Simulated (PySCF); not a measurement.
| atom | x (Å) | y (Å) | z (Å) |
| --- | --- | --- | --- |
| Li | 0.0000 | 0.0000 | -2.7723 |
| Ca | 0.0000 | 0.0000 | 0.4867 |

Computed with PBE0/6-31G(d,p), non-relativistic, at a bond length of 3.259 Å in PySCF.

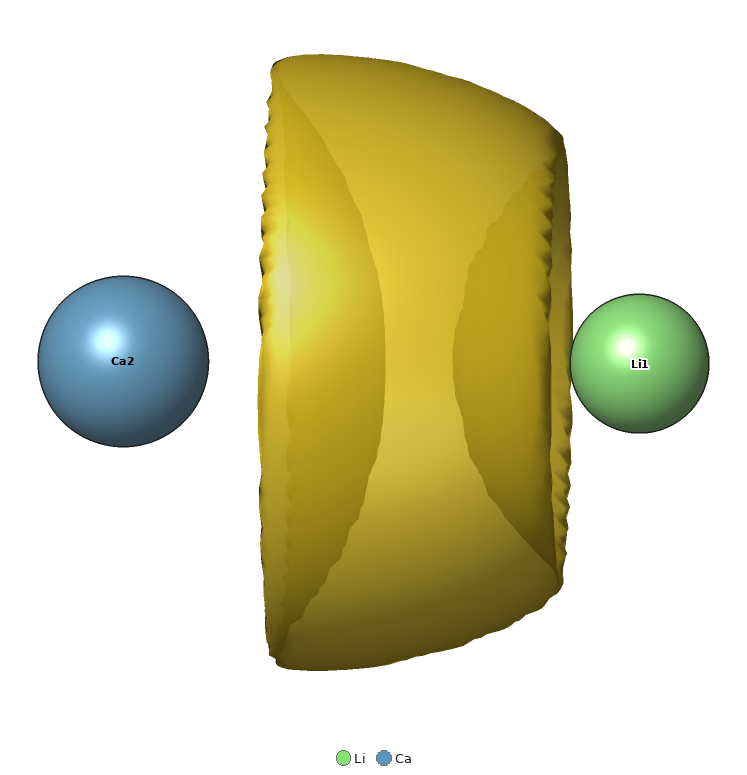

LiCa (charge +1). Isosurface of the electron localisation function at 0.9 (yellow), seen from one side. Only the valence region is drawn (cores and ρ < 0.01 e/Å³ removed).

Identify the bonds, lone pairs and shells in this picture.

The surface consists of one lobe of the valence shell of Li pointing towards Ca (polar bonds). Along the contacts the grid gives the following. Li–Ca (3.26 Å): the ELF peaks at about 1 between the atoms.
